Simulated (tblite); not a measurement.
**Run report: C6H15NOSi, geometry relaxation (part 1 of 4)**

System: C6H15NOSi, SMILES CC[C@@H]1C[C@@H](OC)[Si@@H]1N.
Method: GFN2-xTB geometry optimisation, gas phase (tblite 0.8.0).

It belongs to a series of runs on one base structure; here: H on C replaced by OCH3.

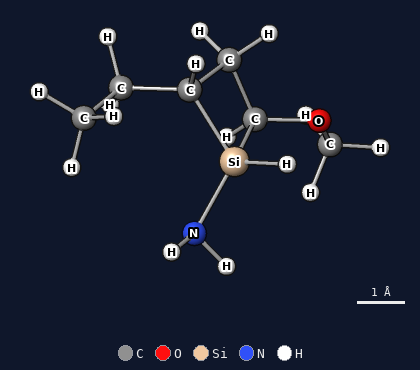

The input geometry (ball-and-stick view, seen at a tilt).

## Summary

```json
{"quantity": "outcome", "value": "converged"}
{"quantity": "total energy", "value": "−794.4711 eV"}
{"quantity": "hardware", "value": "1 CPU thread, shared host"}
{"quantity": "wall time", "value": "1.4 s"}
{"quantity": "peak memory", "value": "0.18 GiB"}
```

## Input
```
{"job": {"kind": "relax", "xc": "GFN2-xTB", "basis": "xTB"}, "charge": 0, "multiplicity": 1}
C     -3.044800    -0.281800    -0.562200
C     -1.866600     0.624500    -0.843900
C     -0.958800     0.579000     0.370000
C      0.242600     1.472100     0.143100
C      1.265700     0.398900    -0.164900
O      2.449100     0.483700     0.550800
C      3.488100     0.268700    -0.367300
Si     0.135400    -0.833400     0.656400
N     -0.084500    -2.311900    -0.305000
H     -4.003300     0.167600    -0.924900
H     -2.924400    -1.279900    -1.035400
H     -3.109300    -0.410100     0.553500
H     -1.388900     0.463800    -1.790000
H     -2.291200     1.662600    -0.851700
H     -1.541200     0.917700     1.283100
H      0.036600     2.171800    -0.660500
H      0.516500     1.962700     1.123400
H      1.398400     0.185100    -1.256500
H      4.489600     0.312700     0.114200
H      3.433800     1.009200    -1.181800
H      3.381000    -0.740000    -0.803100
H      0.472200    -1.019800     2.058100
H     -0.881700    -2.894300    -0.036200
H      0.774100    -2.889000    -0.228200
```

The first line tells a small driver script what to run in tblite; the rest is the geometry in Å.

Command:
```bash
OMP_NUM_THREADS=1 python <driver script> task.json out
```

## Log
```
step      E/eV     max force
  0    -793.45150    3.708
  1    -793.85027    0.806
  2    -793.93622    0.597
  3    -794.01553    0.610
  4    -794.08687    0.597
  5    -794.13655    0.527
  6    -794.16888    0.391
  7    -794.19856    0.309
  8    -794.22245    0.263
  9    -794.23864    0.244
 10    -794.24784    0.187
 11    -794.25374    0.145
 12    -794.25979    0.170
 13    -794.26624    0.183
 14    -794.27227    0.149
 15    -794.27755    0.140
 16    -794.28204    0.137
 17    -794.28567    0.125
 18    -794.28871    0.109
 19    -794.29150    0.101
 20    -794.29427    0.135
 21    -794.29699    0.111
 22    -794.29948    0.112
 23    -794.30192    0.106
 24    -794.30461    0.123
 25    -794.30756    0.138
 26    -794.31064    0.125
 27    -794.31383    0.135
 28    -794.31744    0.141
 29    -794.32209    0.161
 30    -794.32822    0.199
 31    -794.33499    0.266
 32    -794.34113    0.228
 33    -794.34637    0.142
 34    -794.35051    0.119
 35    -794.35354    0.171
 36    -794.35465    0.185
 37    -794.35831    0.129
 38    -794.36090    0.103
 39    -794.36371    0.102
 40    -794.36684    0.144
 41    -794.36985    0.116
 42    -794.37236    0.112
 43    -794.37446    0.104
 44    -794.37646    0.095
 45    -794.37803    0.095
 46    -794.37934    0.096
 47    -794.38054    0.075
 48    -794.38206    0.062
 49    -794.38276    0.057
 50    -794.38378    0.072
 51    -794.38460    0.068
 52    -794.38581    0.073
 53    -794.38720    0.084
 54    -794.38894    0.089
 55    -794.39125    0.111
 56    -794.39486    0.135
 57    -794.39980    0.176
 58    -794.40480    0.170
 59    -794.40873    0.160
 60    -794.41310    0.122
 61    -794.41631    0.103
 62    -794.42037    0.130
 63    -794.42441    0.181
 64    -794.42805    0.135
 65    -794.43059    0.080
 66    -794.43209    0.086
 67    -794.43332    0.100
 68    -794.43466    0.086
 69    -794.43664    0.065
 70    -794.43751    0.075
 71    -794.43921    0.067
 72    -794.44052    0.068
 73    -794.44216    0.089
 74    -794.44382    0.083
 75    -794.44557    0.080
 76    -794.44702    0.069
 77    -794.44815    0.077
 78    -794.44904    0.074
 79    -794.44981    0.056
 80    -794.45043    0.043
 81    -794.45095    0.052
 82    -794.45140    0.055
 83    -794.45194    0.057
 84    -794.45250    0.065
 85    -794.45306    0.052
 86    -794.45355    0.052
 87    -794.45397    0.045
 88    -794.45431    0.035
 89    -794.45462    0.041
 90    -794.45493    0.038
 91    -794.45525    0.044
 92    -794.45557    0.041
 93    -794.45592    0.045
 94    -794.45633    0.050
 95    -794.45678    0.043
 96    -794.45722    0.038
 97    -794.45764    0.048
 98    -794.45806    0.047
 99    -794.45850    0.053
100    -794.45894    0.047
101    -794.45933    0.035
102    -794.45966    0.038
103    -794.45999    0.045
104    -794.46036    0.050
105    -794.46073    0.040
106    -794.46107    0.040
107    -794.46138    0.048
108    -794.46175    0.043
109    -794.46230    0.045
110    -794.46273    0.043
111    -794.46312    0.041
112    -794.46341    0.039
113    -794.46370    0.035
114    -794.46403    0.038
115    -794.46439    0.037
116    -794.46466    0.028
117    -794.46482    0.027
118    -794.46494    0.027
119    -794.46508    0.027
120    -794.46528    0.035
121    -794.46549    0.038
122    -794.46569    0.035
123    -794.46587    0.034
124    -794.46608    0.059
125    -794.46636    0.048
126    -794.46669    0.042
127    -794.46695    0.038
128    -794.46722    0.038
129    -794.46755    0.036
130    -794.46793    0.053
131    -794.46821    0.044
132    -794.46837    0.026
133    -794.46846    0.019
134    -794.46854    0.016
135    -794.46860    0.016
136    -794.46864    0.015
137    -794.46867    0.015
138    -794.46871    0.013
139    -794.46875    0.016
140    -794.46880    0.015
141    -794.46886    0.016
142    -794.46892    0.018
143    -794.46900    0.022
144    -794.46909    0.022
145    -794.46918    0.018
146    -794.46925    0.015
147    -794.46930    0.013
148    -794.46935    0.016
149    -794.46940    0.017
150    -794.46946    0.016
151    -794.46952    0.016
152    -794.46958    0.018
153    -794.46964    0.018
154    -794.46971    0.018
155    -794.46979    0.014
156    -794.46988    0.019
157    -794.46997    0.020
158    -794.47008    0.020
159    -794.47018    0.023
160    -794.47030    0.022
161    -794.47041    0.025
162    -794.47053    0.028
163    -794.47063    0.021
164    -794.47069    0.016
165    -794.47075    0.015
166    -794.47081    0.016
167    -794.47088    0.016
168    -794.47094    0.015
169    -794.47098    0.013
170    -794.47100    0.011
171    -794.47102    0.010
172    -794.47105    0.010
173    -794.47109    0.009
```

## Trajectory as extended XYZ (Å, eV, eV/Å), 34 of the 174 frames kept, from step=0 to step=173
```
24
Properties=species:S:1:pos:R:3:forces:R:3 step=0 energy=-793.45150
C    -3.0448   -0.2818   -0.5622   -0.9950  -0.7780   0.1170
C    -1.8666    0.6245   -0.8439   -1.3520   1.2360   1.1050
C    -0.9588    0.5790    0.3700   -1.9480   1.9120   0.6570
C     0.2426    1.4721    0.1431    0.3080   1.0510   0.8990
C     1.2657    0.3989   -0.1649   -0.7270  -0.8130  -0.8230
O     2.4491    0.4837    0.5508    1.8870   0.5300  -0.4940
C     3.4881    0.2687   -0.3673    0.9430  -0.1780   0.1860
Si    0.1354   -0.8334    0.6564    0.2780  -3.6940  -0.1700
N    -0.0845   -2.3119   -0.3050    0.5700  -0.0310   0.9390
H    -4.0033    0.1676   -0.9249    0.7410  -0.5080   0.2780
H    -2.9244   -1.2799   -1.0354   -0.0990   0.6340   0.4180
H    -3.1093   -0.4101    0.5535   -0.2300  -0.0420  -1.1710
H    -1.3889    0.4638   -1.7900    0.3340  -0.3600  -0.2180
H    -2.2912    1.6626   -0.8517    0.4240  -0.4550  -0.2780
H    -1.5412    0.9177    1.2831    0.2930  -0.2660  -1.0230
H     0.0366    2.1718   -0.6605    0.3630   0.4670   0.1720
H     0.5165    1.9627    1.1234   -0.0550  -0.1420  -1.2780
H     1.3984    0.1851   -1.2565    0.0650   0.6420   0.7440
H     4.4896    0.3127    0.1142   -0.7000   0.1450  -0.0430
H     3.4338    1.0092   -1.1818    0.2060  -0.1020   0.1550
H     3.3810   -0.7400   -0.8031    0.1220   0.1250  -0.0180
H     0.4722   -1.0198    2.0581    0.0530  -0.0380   0.2620
H    -0.8817   -2.8943   -0.0362    0.4380   0.2870  -0.1770
H     0.7741   -2.8890   -0.2282   -0.9170   0.3760  -0.2380
24
Properties=species:S:1:pos:R:3:forces:R:3 step=5 energy=-794.13655
C    -3.0844   -0.2954   -0.5684   -0.1310   0.0030   0.0450
C    -1.9367    0.6645   -0.8024    0.1430   0.0700   0.0330
C    -0.9999    0.6168    0.3906   -0.1410   0.1350   0.0830
C     0.2426    1.4777    0.1520    0.1200   0.1320   0.1560
C     1.2507    0.3525   -0.1304    0.1100   0.3560  -0.1910
O     2.5174    0.5430    0.4906   -0.0700  -0.0240   0.1820
C     3.5488    0.2565   -0.4031   -0.0850   0.1430   0.1520
Si    0.0967   -0.9223    0.6782    0.1590   0.2480   0.0190
N    -0.0762   -2.3500   -0.2668   -0.0480   0.0360   0.0760
H    -4.0099    0.1216   -0.9252   -0.3820  -0.0080  -0.2310
H    -2.9249   -1.2641   -1.0192    0.0990  -0.1070  -0.1760
H    -3.1711   -0.4433    0.4967   -0.2530  -0.1200   0.3240
H    -1.3977    0.4299   -1.7157    0.0520  -0.1040  -0.1160
H    -2.3000    1.6941   -0.8988   -0.0860  -0.0860  -0.0130
H    -1.5719    0.9349    1.2611   -0.0100   0.1170   0.1230
H     0.1058    2.2309   -0.6299    0.1430  -0.1970  -0.0350
H     0.5493    1.9985    1.0511    0.0600   0.0620   0.2090
H     1.4021    0.2630   -1.2084   -0.1000  -0.1110  -0.0630
H     4.4848    0.3336    0.1427    0.0960  -0.0200  -0.0300
H     3.4994    1.0014   -1.1990    0.3830  -0.0180  -0.3620
H     3.4209   -0.7491   -0.8203    0.2110  -0.0230  -0.0410
H     0.4747   -1.0399    2.0921   -0.1170  -0.1070   0.0250
H    -0.8835   -2.9092   -0.0548   -0.1010  -0.2250  -0.0570
H     0.7516   -2.9258   -0.2716   -0.0510  -0.1500  -0.1120
24
Properties=species:S:1:pos:R:3:forces:R:3 step=10 energy=-794.24784
C    -3.1263   -0.3012   -0.5628    0.0970   0.0260  -0.0330
C    -1.9569    0.6662   -0.7846    0.0290  -0.0530   0.0690
C    -1.0111    0.6502    0.4152    0.0400  -0.0900  -0.0110
C     0.2540    1.5037    0.1810    0.0110  -0.0400  -0.0420
C     1.2587    0.3833   -0.1282    0.0330  -0.0770   0.0030
O     2.5386    0.5698    0.4711    0.0250   0.0760  -0.1690
C     3.5778    0.2742   -0.4120    0.1190  -0.0300  -0.0410
Si    0.1041   -0.9075    0.6823   -0.0700   0.0280   0.0160
N    -0.0888   -2.3656   -0.2300   -0.0430   0.0460  -0.0190
H    -4.0626    0.0857   -0.9644    0.1180  -0.0320  -0.0200
H    -2.9129   -1.2565   -1.0355   -0.0450  -0.0110   0.0390
H    -3.2565   -0.4769    0.5053   -0.0860   0.0380  -0.0970
H    -1.4032    0.3971   -1.6894   -0.1100  -0.0020   0.0810
H    -2.3246    1.6901   -0.9221   -0.0310  -0.0960   0.0370
H    -1.5871    0.9743    1.2858    0.1060   0.0380   0.0120
H     0.1597    2.2262   -0.6285   -0.0880   0.0680   0.0100
H     0.5758    2.0300    1.0769   -0.0640  -0.0330   0.0520
H     1.3842    0.2767   -1.2099   -0.0500  -0.0060   0.0040
H     4.5047    0.3420    0.1502    0.1070   0.0430   0.0420
H     3.6063    0.9796   -1.2556    0.0250   0.0090   0.0520
H     3.4825   -0.7397   -0.8231    0.0190  -0.0380   0.0490
H     0.4460   -1.0719    2.1062   -0.0800  -0.0230  -0.0740
H    -0.8960   -2.9483   -0.0735   -0.0660   0.0800   0.0570
H     0.7218   -2.9618   -0.3133    0.0020   0.0800  -0.0150
24
Properties=species:S:1:pos:R:3:forces:R:3 step=16 energy=-794.28204
C    -3.1291   -0.3150   -0.5647   -0.0790  -0.0350   0.0110
C    -1.9592    0.6517   -0.7598   -0.1160  -0.0400  -0.0600
C    -1.0022    0.6484    0.4250   -0.0200  -0.0160  -0.0180
C     0.2600    1.5013    0.1810   -0.0510   0.0230  -0.0050
C     1.2721    0.3870   -0.1375   -0.0310  -0.0180   0.0060
O     2.5622    0.6103    0.4282    0.0130  -0.0170  -0.0160
C     3.6232    0.2761   -0.4218   -0.0210   0.0250  -0.0130
Si    0.1009   -0.8992    0.6813    0.1030  -0.0650  -0.0020
N    -0.1164   -2.3503   -0.2326   -0.0290   0.0480  -0.0550
H    -4.0438    0.0753   -1.0084    0.0570  -0.0150  -0.0530
H    -2.9151   -1.2761   -1.0273    0.0150   0.0060   0.1090
H    -3.3219   -0.4752    0.4948    0.0180   0.0070  -0.0280
H    -1.4262    0.3783   -1.6706    0.0700   0.0340  -0.0090
H    -2.3472    1.6644   -0.9032    0.0240   0.0360   0.0520
H    -1.5476    0.9980    1.3035   -0.0390  -0.0540   0.0120
H     0.1446    2.2398   -0.6117    0.0060   0.0310  -0.0110
H     0.5586    2.0153    1.0926    0.0680  -0.0180  -0.0170
H     1.3567    0.2688   -1.2223    0.0680   0.0000  -0.0080
H     4.5431    0.3598    0.1614   -0.1020  -0.0030  -0.0350
H     3.6725    0.9714   -1.2739    0.0380  -0.1050   0.0030
H     3.5261   -0.7520   -0.8037    0.0450   0.1010   0.0500
H     0.4020   -1.0964    2.1010    0.0120  -0.0100   0.0840
H    -0.9258   -2.9261   -0.0544    0.0540   0.0620   0.0200
H     0.7007   -2.9358   -0.3358   -0.1030   0.0220  -0.0160
24
Properties=species:S:1:pos:R:3:forces:R:3 step=21 energy=-794.29699
C    -3.1385   -0.3249   -0.5664    0.0390   0.0060   0.0010
C    -1.9693    0.6405   -0.7539    0.0960   0.0350   0.0430
C    -1.0028    0.6356    0.4263    0.0410   0.0500   0.0400
C     0.2541    1.4991    0.1758    0.0450  -0.0140   0.0110
C     1.2744    0.3895   -0.1463    0.0180   0.0380  -0.0270
O     2.5671    0.6318    0.4072   -0.0030   0.0500   0.0330
C     3.6361    0.2829   -0.4249   -0.0050  -0.0150   0.0210
Si    0.1185   -0.8991    0.6898   -0.0410   0.0270   0.0040
N    -0.1381   -2.3220   -0.2567    0.0090  -0.0080   0.0260
H    -4.0295    0.0638   -1.0519   -0.0470  -0.0660  -0.0240
H    -2.9106   -1.2972   -0.9913    0.0380  -0.0430   0.0010
H    -3.3535   -0.4673    0.4894   -0.0500   0.0770   0.0330
H    -1.4243    0.3817   -1.6623   -0.0180   0.0150  -0.0340
H    -2.3531    1.6582   -0.8775    0.0020  -0.0090   0.0030
H    -1.5402    0.9857    1.3102   -0.0510  -0.0570  -0.0070
H     0.1362    2.2539   -0.6044    0.0000  -0.0720   0.0140
H     0.5682    1.9993    1.0913   -0.0010  -0.0060  -0.0270
H     1.3640    0.2640   -1.2297   -0.0030  -0.0140  -0.0250
H     4.5440    0.3733    0.1680    0.0210   0.0510   0.0590
H     3.7123    0.9476   -1.2943   -0.0480   0.0350  -0.0390
H     3.5568   -0.7484   -0.7842   -0.0470  -0.0940   0.0000
H     0.3863   -1.1113    2.1191    0.0480   0.0030  -0.0310
H    -0.9368   -2.8956   -0.0346   -0.0520   0.0340  -0.0020
H     0.6671   -2.9213   -0.3578    0.0090  -0.0230  -0.0720
24
Properties=species:S:1:pos:R:3:forces:R:3 step=26 energy=-794.31064
C    -3.1332   -0.3318   -0.5659   -0.0020   0.0050   0.0130
C    -1.9603    0.6362   -0.7449   -0.0870  -0.0110  -0.0330
C    -0.9944    0.6301    0.4366   -0.0600  -0.1000  -0.0450
C     0.2587    1.4935    0.1759   -0.0520  -0.0030   0.0080
C     1.2821    0.3940   -0.1590   -0.0120  -0.0330   0.0410
O     2.5702    0.6631    0.3922   -0.0260  -0.0300  -0.0220
C     3.6433    0.2832   -0.4217   -0.0150   0.0150   0.0130
Si    0.1326   -0.8946    0.6938    0.0570  -0.0220  -0.0290
N    -0.1547   -2.2997   -0.2666   -0.0160  -0.0380   0.0220
H    -4.0174    0.0203   -1.0970    0.0890  -0.0150  -0.0260
H    -2.8878   -1.3219   -0.9438    0.0600   0.0370   0.0760
H    -3.3945   -0.4221    0.4875    0.0120   0.0240  -0.0290
H    -1.4255    0.3968   -1.6664   -0.0090  -0.0180   0.0460
H    -2.3526    1.6521   -0.8505   -0.0090   0.0260  -0.0170
H    -1.5560    0.9518    1.3166    0.0870   0.0750   0.0070
H     0.1269    2.2431   -0.6026   -0.0030   0.0340  -0.0310
H     0.5857    1.9889    1.0865    0.0060   0.0530   0.0280
H     1.3745    0.2563   -1.2430   -0.0390   0.0410   0.0450
H     4.5397    0.4036    0.1876    0.0070  -0.0230  -0.0770
H     3.7196    0.9254   -1.3129   -0.0100  -0.0520   0.0490
H     3.5617   -0.7624   -0.7539    0.0070   0.0660   0.0900
H     0.4004   -1.1206    2.1218    0.0660   0.0130  -0.0510
H    -0.9626   -2.8499   -0.0203   -0.0270  -0.0380  -0.0410
H     0.6320   -2.9155   -0.4091   -0.0260  -0.0060  -0.0360
```
